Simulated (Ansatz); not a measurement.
**CH₃Cl₃GeS: shape, modes and thermochemistry**

What shape does CH₃Cl₃GeS take? The plan is to relax it, check the end point by its vibrations and derive ideal-gas thermochemistry, and look at its orbitals and charge.

Program: Ansatz 0.2.0, Gaussian basis. Level of theory: RKS PBE0-D4/def2-TZVP. These are calculated values, not measurements.

Plan: relaxation at PBE-D4/def2-SVP; relaxation at PBE0-D4/def2-TZVP; harmonic vibrations at the same level; a single point in def2-TZVPP for the fields.

## (1) Where the work starts

9 atoms, charge 0, spin multiplicity 1.

Atoms are counted from 1 here; the program's logs count them from 0.

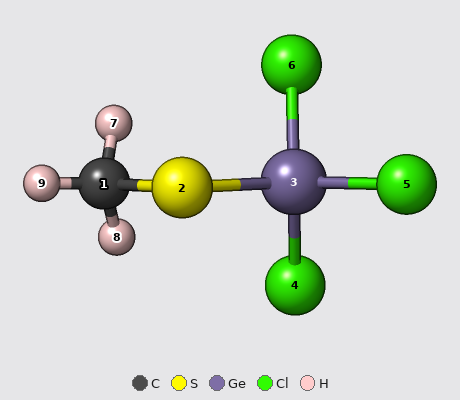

Start geometry, drawn with carbon dark grey, sulfur yellow, germanium purple, chlorine green, hydrogen pink; atoms are numbered from 1 in the order of the file.

Geometry (Å):

```mol
CH3Cl3GeS
  3D, bonds by distance, orders not assigned

  9  8  0  0  0  0  0  0  0  0999 V2000
   -0.0335   -1.3618    0.8724 C   0  0
    1.3038   -0.6858   -0.1281 S   0  0
    0.1780    1.1313   -0.8310 Ge  0  0
   -1.4802    0.5616   -1.9351 Cl  0  0
    1.5094    2.2862   -2.1201 Cl  0  0
   -0.3690    2.3554    0.8824 Cl  0  0
   -0.3245   -0.5882    1.6586 H   0  0
   -0.9212   -1.4914    0.2030 H   0  0
    0.2257   -2.2536    1.3808 H   0  0
  1  2  8  0
  2  3  8  0
  3  4  8  0
  3  5  8  0
  3  6  8  0
  1  7  8  0
  1  8  8  0
  1  9  8  0
M  END
```

The start is a force-field geometry with small random shifts, so a cheaper pass at PBE-D4/def2-SVP comes first.

## (2) Optimising with PBE-D4/def2-SVP (cheap first pass)

Contents of in.yaml:

```yaml
crystal:
  periodic: [false, false, false]
  atoms:
    - {symbol: C, position_ang: [-0.033500, -1.361800, 0.872400]}
    - {symbol: S, position_ang: [1.303800, -0.685800, -0.128100]}
    - {symbol: Ge, position_ang: [0.178000, 1.131300, -0.831000]}
    - {symbol: Cl, position_ang: [-1.480200, 0.561600, -1.935100]}
    - {symbol: Cl, position_ang: [1.509400, 2.286200, -2.120100]}
    - {symbol: Cl, position_ang: [-0.369000, 2.355400, 0.882400]}
    - {symbol: H, position_ang: [-0.324500, -0.588200, 1.658600]}
    - {symbol: H, position_ang: [-0.921200, -1.491400, 0.203000]}
    - {symbol: H, position_ang: [0.225700, -2.253600, 1.380800]}
basis:
  gaussian: {orbitals: def2-SVP}
hamiltonian: {xc: pbe, dispersion: d4}
relax: {f_tol: 0.03, max_steps: 200}
```

Launch:

```sh
ansatz run in.yaml --threads 4 --pin off --events-out ev --progress --plain --max-ram 11315MiB
```

The program printed (excerpt; [...] marks lines left out):

```text
Functional definition: PBE
  name "PBE"
  cite "Perdew, Burke & Ernzerhof, Phys. Rev. Lett. 77, 3865 (1996) doi:10.1103/PhysRevLett.77.3865"
  parent pbe
[...]
1473 factors; their error is unknown
[...]
mean field -105958.41684439 eV, -3893.8999978368 hartree, gradient 2.1e-5 eV, S^2 0.000000; 0 other end points of the search recorded, 0 dependent functions left out
[...]
reference -105958.41687708 eV, -3893.8999990381 hartree; 54, 54 occupied and 79, 79 virtual orbitals, 1473 factors
relax step   1: F+E_penalty+E_count = -105958.79723695 eV  Δ(F+E_penalty+E_count) = +0.000e0 eV  max|allowed force component| = 2.523e0 eV/Å  Δτ_max = 0.0000 Å  (29 SCF iters, accepted)
[...]
relax step   4: F+E_penalty+E_count = -105959.04297225 eV  Δ(F+E_penalty+E_count) = -1.208e-3 eV  max|allowed force component| = 6.334e-2 eV/Å  Δτ_max = 0.0235 Å  (30 SCF iters, accepted)
[...]
relax step   5: F+E_penalty+E_count = -105959.04341576 eV  Δ(F+E_penalty+E_count) = -4.435e-4 eV  max|allowed force component| = 2.036e-2 eV/Å  Δτ_max = 0.0118 Å  (30 SCF iters, accepted)
1473 factors; their error is unknown
[...]
mean field -105958.66721536 eV, -3893.9091988003 hartree, gradient 7.8e-6 eV, S^2 0.000000; 1 other end points of the search recorded, 0 dependent functions left out
[...]
reference -105958.66724863 eV, -3893.9092000229 hartree; 54, 54 occupied and 79, 79 virtual orbitals, 1473 factors
Total energy: -105959.04344903 eV, -3893.9230251326 hartree
Atom 0 at    -0.072962    -1.345112     0.893716 Å, force     0.020358    -0.009126     0.001589 eV/Å
Atom 1 at     1.291262    -0.655248    -0.128312 Å, force    -0.009899     0.012693    -0.001957 eV/Å
Atom 2 at     0.239811     1.149217    -0.842447 Å, force     0.005862    -0.004446     0.003099 eV/Å
Atom 3 at    -1.558104     0.647396    -1.946492 Å, force     0.003100    -0.004236     0.000422 eV/Å
Atom 4 at     1.574938     2.267050    -2.109082 Å, force     0.001732     0.001619    -0.004382 eV/Å
Atom 5 at    -0.409841     2.398166     0.807303 Å, force     0.000417    -0.000801     0.002975 eV/Å
Atom 6 at    -0.355908    -0.643796     1.701197 Å, force    -0.003895     0.005592     0.003771 eV/Å
Atom 7 at    -0.950591    -1.590179     0.266792 Å, force    -0.015337    -0.001508    -0.004035 eV/Å
Atom 8 at     0.329896    -2.273795     1.340225 Å, force    -0.002337     0.000212    -0.001482 eV/Å
Dipole moment:    -0.068211    -0.378143     0.271134 e Å
```

Wall time 13 s (4 threads of Arm Neoverse V2, shared host).

Relaxation path:

```csv
step,energy from step 1 (eV),largest force component (eV/Å)
1,0.0000,2.5229
2,-0.2283,0.8837
3,-0.2445,0.1609
4,-0.2457,0.0633
5,-0.2462,0.0204
```

Distances of close pairs at the start and the end, largest changes first:

```csv
bond,before (Å),after (Å),change (Å)
Ge3–Cl4,2.072,2.169,+0.097
C1–H9,1.059,1.106,+0.048
S2–Ge3,2.250,2.207,-0.043
C1–S2,1.802,1.839,+0.037
C1–H7,1.141,1.106,-0.034
Ge3–Cl5,2.184,2.153,-0.030
C1–H8,1.119,1.106,-0.013
Ge3–Cl6,2.176,2.169,-0.007
```

## (3) Relaxation at PBE0-D4/def2-TZVP

Contents of in.yaml:

```yaml
crystal:
  periodic: [false, false, false]
  atoms:
    - {symbol: C, position_ang: [-0.072962, -1.345112, 0.893716]}
    - {symbol: S, position_ang: [1.291262, -0.655248, -0.128312]}
    - {symbol: Ge, position_ang: [0.239811, 1.149217, -0.842447]}
    - {symbol: Cl, position_ang: [-1.558104, 0.647396, -1.946492]}
    - {symbol: Cl, position_ang: [1.574938, 2.267050, -2.109082]}
    - {symbol: Cl, position_ang: [-0.409841, 2.398166, 0.807303]}
    - {symbol: H, position_ang: [-0.355908, -0.643796, 1.701197]}
    - {symbol: H, position_ang: [-0.950591, -1.590179, 0.266792]}
    - {symbol: H, position_ang: [0.329896, -2.273795, 1.340225]}
basis:
  gaussian: {orbitals: def2-TZVP}
hamiltonian: {xc: pbe0, dispersion: d4}
relax: {f_tol: 0.005, max_steps: 150}
```

Same command.

The program printed (excerpt; [...] marks lines left out):

```text
Functional definition: PBE0
  name "PBE0"
  cite "Adamo & Barone, J. Chem. Phys. 110, 6158 (1999) doi:10.1063/1.478522"
  cite "Perdew, Burke & Ernzerhof, Phys. Rev. Lett. 77, 3865 (1996) doi:10.1103/PhysRevLett.77.3865"
  parent pbe
[...]
1788 factors; their error is unknown
[...]
mean field -105989.44416460 eV, -3895.0402308236 hartree, gradient 1.8e-5 eV, S^2 0.000000; 0 other end points of the search recorded, 0 dependent functions left out
[...]
reference -105989.44419727 eV, -3895.0402320239 hartree; 54, 54 occupied and 191, 191 virtual orbitals, 1788 factors
relax step   1: F+E_penalty+E_count = -105989.77169058 eV  Δ(F+E_penalty+E_count) = +0.000e0 eV  max|allowed force component| = 5.615e-1 eV/Å  Δτ_max = 0.0000 Å  (29 SCF iters, accepted)
[...]
Total energy: -105989.82595287 eV, -3895.0542612836 hartree
Atom 0 at    -0.071656    -1.339842     0.890086 Å, force    -0.000038     0.000541     0.000003 eV/Å
Atom 1 at     1.265194    -0.638669    -0.119435 Å, force     0.000213     0.000072    -0.000138 eV/Å
Atom 2 at     0.233516     1.142432    -0.833220 Å, force    -0.000130    -0.000144     0.000237 eV/Å
Atom 3 at    -1.533021     0.659664    -1.934122 Å, force     0.000044    -0.000188     0.000086 eV/Å
Atom 4 at     1.554371     2.236585    -2.084715 Å, force    -0.000035    -0.000020    -0.000060 eV/Å
Atom 5 at    -0.406361     2.396660     0.774032 Å, force     0.000123     0.000157    -0.000099 eV/Å
Atom 6 at    -0.347113    -0.664011     1.698371 Å, force    -0.000186    -0.000296     0.000239 eV/Å
Atom 7 at    -0.939408    -1.580592     0.277725 Å, force     0.000019     0.000118    -0.000225 eV/Å
Atom 8 at     0.332979    -2.258530     1.314179 Å, force    -0.000009    -0.000240    -0.000043 eV/Å
Dipole moment:    -0.072400    -0.409922     0.293797 e Å
```

Wall time 70 s (4 threads of Arm Neoverse V2, shared host); peak memory 1.1 GiB.

Relaxation path:

```csv
step,energy from step 1 (eV),largest force component (eV/Å)
1,0.0000,0.5615
2,-0.0516,0.1620
3,-0.0539,0.0727
4,-0.0541,0.0447
5,-0.0542,0.0124
6,-0.0542,0.0083
7,-0.0542,0.0005
```

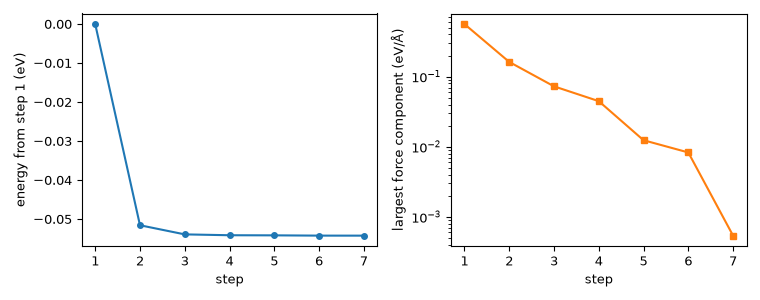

Energy and force, step by step.

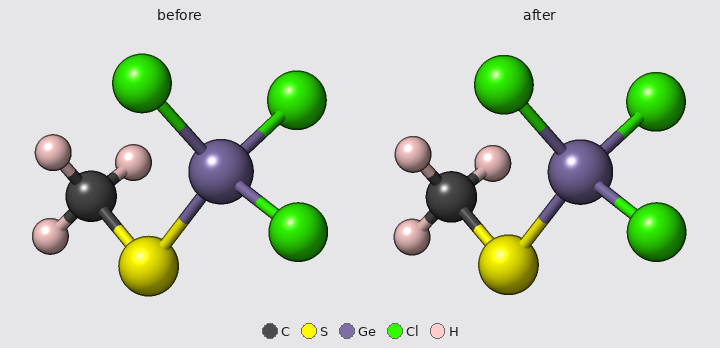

Before and after, at one scale.

Distances of close pairs at the start and the end, largest changes first:

```csv
bond,before (Å),after (Å),change (Å)
Ge3–Cl6,2.169,2.137,-0.032
Ge3–Cl4,2.169,2.137,-0.032
Ge3–Cl5,2.153,2.123,-0.030
S2–Ge3,2.207,2.179,-0.029
C1–S2,1.839,1.816,-0.023
C1–H7,1.106,1.089,-0.017
C1–H8,1.106,1.089,-0.017
C1–H9,1.106,1.090,-0.017
```

Mulliken charges at the end point, from the run's report:

```csv
atom,value (e)
C1,-0.35
S2,-0.16
Ge3,0.80
Cl4,-0.26
Cl5,-0.25
Cl6,-0.26
H7,0.16
H8,0.16
H9,0.16
```

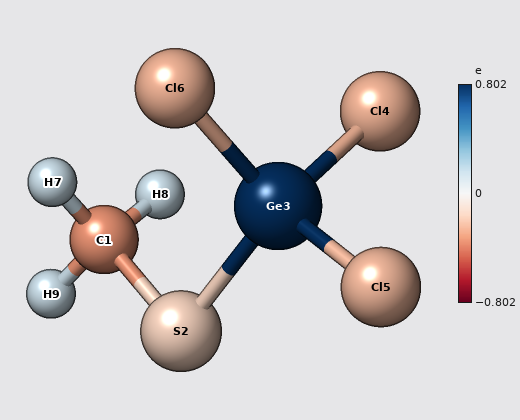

Mulliken charges at the end point, from the run's report, as colours on the atoms.

## (4) Vibrations by finite differences

Contents of in.yaml:

```yaml
crystal:
  periodic: [false, false, false]
  atoms:
    - {symbol: C, position_ang: [-0.071656, -1.339842, 0.890086]}
    - {symbol: S, position_ang: [1.265194, -0.638669, -0.119435]}
    - {symbol: Ge, position_ang: [0.233516, 1.142432, -0.833220]}
    - {symbol: Cl, position_ang: [-1.533021, 0.659664, -1.934122]}
    - {symbol: Cl, position_ang: [1.554371, 2.236585, -2.084715]}
    - {symbol: Cl, position_ang: [-0.406361, 2.396660, 0.774032]}
    - {symbol: H, position_ang: [-0.347113, -0.664011, 1.698371]}
    - {symbol: H, position_ang: [-0.939408, -1.580592, 0.277725]}
    - {symbol: H, position_ang: [0.332979, -2.258530, 1.314179]}
basis:
  gaussian: {orbitals: def2-TZVP}
hamiltonian: {xc: pbe0, dispersion: d4}
phonons: {temperatures: {t_min: 298.15, t_max: 900, t_step: 200}}
```

Launched as before.

The program printed (excerpt; [...] marks lines left out):

```text
Functional definition: PBE0
  name "PBE0"
  cite "Adamo & Barone, J. Chem. Phys. 110, 6158 (1999) doi:10.1063/1.478522"
  cite "Perdew, Burke & Ernzerhof, Phys. Rev. Lett. 77, 3865 (1996) doi:10.1103/PhysRevLett.77.3865"
  parent pbe
[...]
1788 factors; their error is unknown
[...]
mean field -105989.49469863 eV, -3895.0420879149 hartree, gradient 7.5e-5 eV, S^2 0.000000; 0 other end points of the search recorded, 0 dependent functions left out
[...]
reference -105989.49473096 eV, -3895.0420891029 hartree; 54, 54 occupied and 191, 191 virtual orbitals, 1788 factors
[...]
1788 factors; their error is unknown
mean field -105989.49455916 eV, -3895.0420827896 hartree, gradient 2.5e-6 eV, S^2 0.000000; 0 other end points of the search recorded, 0 dependent functions left out
[...]
Atom 1 at     1.265194    -0.638669    -0.119435 Å, force     0.000289    -0.000040    -0.000087 eV/Å
Atom 2 at     0.233516     1.142432    -0.833220 Å, force    -0.000295    -0.000110     0.000200 eV/Å
Atom 3 at    -1.533021     0.659664    -1.934122 Å, force     0.000104    -0.000239     0.000022 eV/Å
Atom 4 at     1.554371     2.236585    -2.084715 Å, force    -0.000024     0.000010    -0.000121 eV/Å
Atom 5 at    -0.406361     2.396660     0.774032 Å, force     0.000168     0.000158     0.000040 eV/Å
Atom 6 at    -0.347113    -0.664011     1.698371 Å, force    -0.000222    -0.000281     0.000247 eV/Å
Atom 7 at    -0.939408    -1.580592     0.277725 Å, force    -0.000021     0.000140    -0.000209 eV/Å
Atom 8 at     0.332979    -2.258530     1.314179 Å, force    -0.000014    -0.000230    -0.000036 eV/Å
Dipole moment:    -0.072397    -0.409924     0.293796 e Å
Vibrations: 49.97 95.67 119.88 136.14 142.63 165.70 170.09 226.15 385.78 436.69 453.69 457.98 719.56 979.00 985.12 1350.47 1463.52 1474.52 3070.49 3167.19 3170.77 cm⁻¹, zero-point energy 1.191550 eV
```

It took 5.8 min on 4 threads of Arm Neoverse V2, shared host; peak memory 1.1 GiB.

Motions are named by where the mode's potential energy lies. The modes, unscaled (a negative number is an imaginary wavenumber):

```csv
mode,cm⁻¹,motion
1,50,torsion
2,96,bend
3,120,bend with torsion
4,136,torsion with bend
5,143,bend
6,166,bend
7,170,bend with torsion
8,226,bend
9,386,Ge–Cl stretch
10,437,Ge–Cl stretch
11,454,Ge–Cl stretch
12,458,Ge–S and Ge–Cl stretch
13,720,C–S stretch
14,979,bend
15,985,bend
16,1350,bend
17,1464,bend
18,1475,bend
19,3070,C–H stretch
20,3167,C–H stretch
21,3171,C–H stretch
```

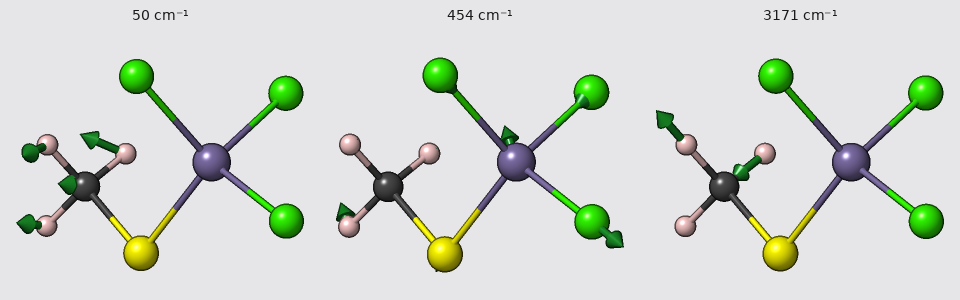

Displacements of 3 modes, as arrows.

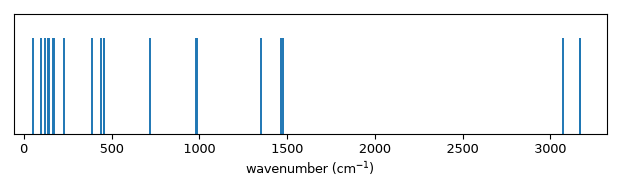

The harmonic wavenumbers as sticks (no intensities were computed).

From these modes and the moments of inertia (298.15 K, 1 bar, symmetry number 1):

```csv
term,value
zero-point energy,115.0 kJ/mol
H(298) − E,142.4 kJ/mol
"entropy, translation",176.5 J/(mol K)
"entropy, rotation",126.4 J/(mol K)
"entropy, vibration",116.6 J/(mol K)
"entropy, total",419.4 J/(mol K)
```

## (5) Orbitals, density and potential

in.yaml: that of step 4 with these lines changed.

```diff
@@ -13,4 +13,4 @@
 basis:
-  gaussian: {orbitals: def2-TZVP}
+  gaussian: {orbitals: def2-TZVPP}
 hamiltonian: {xc: pbe0, dispersion: d4}
-phonons: {temperatures: {t_min: 298.15, t_max: 900, t_step: 200}}
+output: {orbitals: {seedname: orbitals}}
```

Same command.

The program printed:

```text
Functional definition: PBE0
  name "PBE0"
  cite "Adamo & Barone, J. Chem. Phys. 110, 6158 (1999) doi:10.1063/1.478522"
  cite "Perdew, Burke & Ernzerhof, Phys. Rev. Lett. 77, 3865 (1996) doi:10.1103/PhysRevLett.77.3865"
  parent pbe
  parameter a = 0.25
  parameter kappa = 0.804
  parameter beta = 0.06672455060314922
  exchange = (1 - a)*pbe_x(kappa = kappa, mu = beta*pi^2/3) + a*exact_x
  correlation = pbe_c(beta = beta)
2048 factors; their error is unknown
mean field evaluation 1: about -105984.5696 eV, gradient 4.7e1 eV
mean field evaluation 2: about -105981.3909 eV, gradient 6.0e1 eV
mean field evaluation 4: about -105989.1445 eV, gradient 2.4e0 eV
mean field evaluation 8: about -105989.1621 eV, gradient 5.6e-2 eV
mean field evaluation 16: about -105989.5282 eV, gradient 1.0e-4 eV
mean field -105989.52824797 eV, -3895.0433208303 hartree, gradient 2.5e-5 eV, S^2 0.000000; 0 other end points of the search recorded, 0 dependent functions left out
reference -105989.52828056 eV, -3895.0433220279 hartree; 54, 54 occupied and 235, 235 virtual orbitals, 2048 factors
Total energy: -105989.85948923 eV, -3895.0554937220 hartree
```

It took 9.5 s on 4 threads of Arm Neoverse V2, shared host; peak memory 1.5 GiB.

The fields below are evaluated on a grid from the run's orbitals.

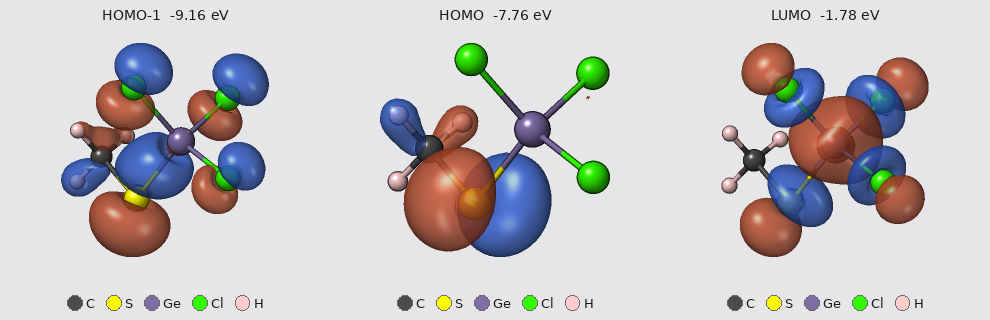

PBE0-D4/def2-TZVPP orbitals near the gap, drawn at the value that encloses 70 % of each; the two colours are the two signs.

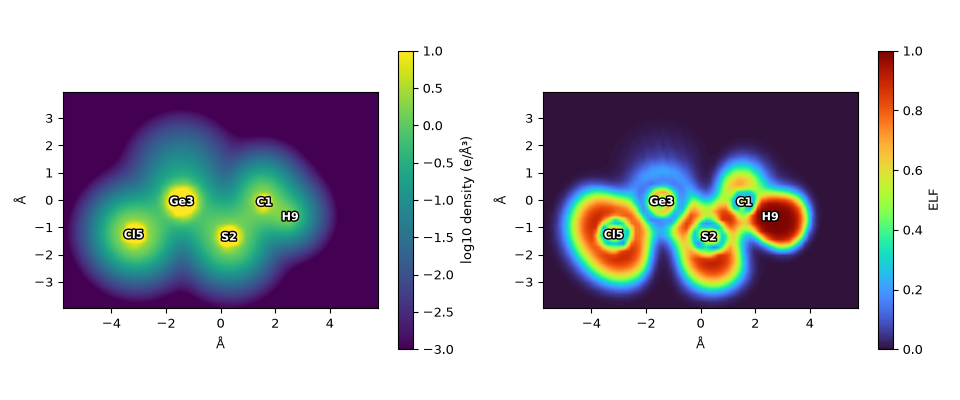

Density (left) and ELF (right) in a plane through or near 5 of the atoms.

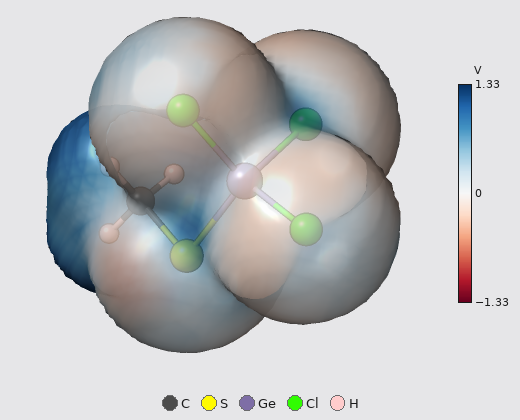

The potential that a unit positive charge feels on the 0.002 e/bohr³ surface, from -0.37 V near S2 to 1.33 V near H9.

## (6) Outcome

| quantity | value |
| --- | --- |
| point group | Cs |
| steps | 5 + 7 |
| shift from the start (rms) | 0.094 Å |
| total energy | -105989.8260 eV |
| dispersion term | -331 meV |
| dipole moment | 2.45 D |
| lowest, highest wavenumber | 50, 3171 cm⁻¹ |
| zero-point energy | 115.0 kJ/mol |
| entropy at 298.15 K | 419.4 J/(mol K) |
| HOMO, LUMO | -7.76, -1.78 eV |

What this shows: The relaxed geometry lies 0.09 Å (rms) from the start; the bond that changed most is S2–Ge3, from 2.250 to 2.179 Å. No mode is imaginary: a true minimum at this level. The stiffest mode, 3171 cm⁻¹, is a C–H stretch, and 7 modes under 200 cm⁻¹ make the vibrational entropy uncertain. Harmonic hybrid wavenumbers usually lie a few per cent above measured fundamentals. The largest Mulliken charge, +0.80 e, sits on Ge3. The HOMO lies mostly on S2 79 % and the LUMO on Ge3 30 %; S2 20 %.
